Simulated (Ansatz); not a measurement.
# RPA@PBE/STO-3G run of HOCN (cyanic acid)

What is the energy change on altering one bond length of HOCN (cyanic acid) at RPA@PBE/STO-3G? 

The results are computed with Ansatz 0.2.0.

71 further runs of the same task are left out: 2 that didn't finish, 69 set aside as unsound or not needed.

**1. The system as given**

The species is HOCN (4 atoms), meant as a singlet with charge 0. SMILES: `N#CO`. Geometry: relaxed at PBE0-D4/def2-TZVP.

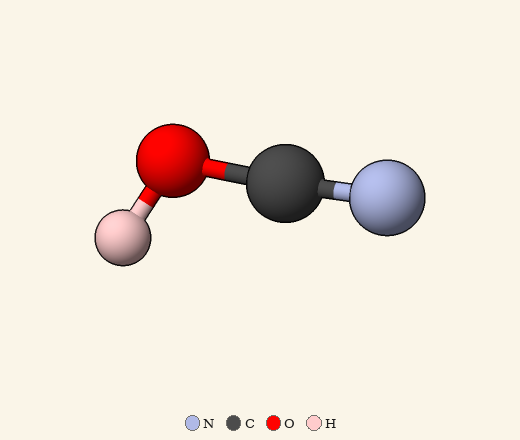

The structure, seen from a chosen angle (nitrogen light blue, carbon dark grey, oxygen red, hydrogen pink).

**2. A single-point energy at RPA@PBE/STO-3G**

The input, job.yaml:

```yaml
crystal:
  periodic: [false, false, false]
  atoms:
    - {symbol: "N", position_ang: [-1.343020, -0.163260, 0.884430]}
    - {symbol: C, position_ang: [-0.431900, 0.072570, 0.218870]}
    - {symbol: O, position_ang: [0.558270, 0.398850, -0.541130]}
    - {symbol: H, position_ang: [1.216640, -0.308160, -0.562170]}
basis:
  gaussian: {orbitals: STO-3G}
hamiltonian: {xc: {name: PBE}}
correlation: {method: rpa, frozen_orbitals: {C: 1, H: 0, "N": 1, O: 1}}
accuracy: high
```

Started as:

```console
$ ansatz run job.yaml --threads 1 --pin off --max-ram 3480MiB --events-out events.jsonl --progress --plain --runs-dir runs
```

Output:

```text
Warning: RAYON_NUM_THREADS=1 ignored (pool sized by the plan → 1); use --threads N
Functional definition: PBE
  name "PBE"
  parameter kappa = 0.804
  parameter beta = 0.06672455060314922
  exchange = pbe_x(kappa = kappa, mu = beta*pi^2/3)
  correlation = pbe_c(beta = beta)
274 factors; integrals over basis functions are off by at most 3.1e-8 eV
mean field evaluation 1: about -4517.8756 eV, gradient 3.9e1 eV
mean field evaluation 2: about -4517.8056 eV, gradient 3.9e1 eV
mean field evaluation 4: about -4521.8949 eV, gradient 8.5e0 eV
mean field evaluation 8: about -4522.0711 eV, gradient 3.4e-2 eV
mean field evaluation 16: about -4522.0690 eV, gradient 5.1e-7 eV
mean field -4522.06897148 eV, -166.1829695334 hartree, gradient 1.3e-8 eV, S^2 0.000000; 0 other end points of the search recorded, 0 dependent functions left out
3 core orbitals not correlated: weight in the atoms' cores, before any rotation towards them, 1.000 or more for the frozen orbitals, at most 0.000 for the correlated occupied ones
reference -4503.15628307 eV, -165.4879410540 hartree; 8, 8 occupied and 5, 5 virtual orbitals, 274 factors
Total energy: -4511.15726729 eV, -165.7819718006 hartree
```

It took 0.66 s on 1 thread of Intel Xeon 6975P-C (Granite Rapids), shared host.

**3. The distorted shape, same level**

The input, molecule.yaml:

```yaml
crystal:
  periodic: [false, false, false]
  atoms:
    - {symbol: N, position_ang: [-1.590569, -0.244832, 1.074435]}
    - {symbol: C, position_ang: [-0.679449, -0.009002, 0.408875]}
    - {symbol: O, position_ang: [0.558270, 0.398850, -0.541130]}
    - {symbol: H, position_ang: [1.216640, -0.308160, -0.562170]}
basis:
  gaussian:
    orbitals: STO-3G
hamiltonian:
  xc: {name: PBE}
correlation:
  method: rpa
  frozen_orbitals: {C: 1, H: 0, "N": 1, O: 1}
accuracy: high
```

Started as:

```console
$ ansatz run molecule.yaml --threads 1 --pin off --max-ram 3480MiB --events-out events.jsonl --progress --plain --runs-dir runs
```

Output:

```text
Warning: RAYON_NUM_THREADS=1 ignored (pool sized by the plan → 1); use --threads N
Functional definition: PBE
  name "PBE"
  parameter kappa = 0.804
  parameter beta = 0.06672455060314922
  exchange = pbe_x(kappa = kappa, mu = beta*pi^2/3)
  correlation = pbe_c(beta = beta)
271 factors; integrals over basis functions are off by at most 1.2e-8 eV
mean field evaluation 1: about -4518.6968 eV, gradient 3.1e1 eV
mean field evaluation 2: about -4518.6018 eV, gradient 3.1e1 eV
mean field evaluation 4: about -4520.3976 eV, gradient 1.8e1 eV
mean field evaluation 8: about -4521.2539 eV, gradient 4.1e-2 eV
mean field evaluation 16: about -4521.2532 eV, gradient 3.6e-6 eV
mean field -4521.25324752 eV, -166.1529922307 hartree, gradient 4.5e-8 eV, S^2 0.000000; 0 other end points of the search recorded, 0 dependent functions left out
3 core orbitals not correlated: weight in the atoms' cores, before any rotation towards them, 1.000 or more for the frozen orbitals, at most 0.000 for the correlated occupied ones
reference -4501.86998275 eV, -165.4406703890 hartree; 8, 8 occupied and 5, 5 virtual orbitals, 271 factors
Total energy: -4510.72267222 eV, -165.7660007265 hartree
```

It took 0.66 s on 1 thread of Intel Xeon 6975P-C (Granite Rapids), shared host.

**4. Results**

Level: RPA@PBE/STO-3G, 3 core orbitals frozen.

| quantity | value |
| --- | --- |
| first shape: total energy | -165.78197 Eh |
| first shape: RPA correlation energy (valence) | -294.0 mEh |
| distorted shape: total energy | -165.76600 Eh |
| distorted shape: RPA correlation energy (valence) | -325.3 mEh |
| energy change with the C2–O3 bond stretched from 1.290 to 1.613 Å | 0.435 eV |

With the C2–O3 bond stretched from 1.290 to 1.613 Å the energy rises by 0.43 eV (10.0 kcal/mol). The first shape isn't relaxed at this level, so the change isn't measured from a minimum. The minimal basis adds a large error of its own.
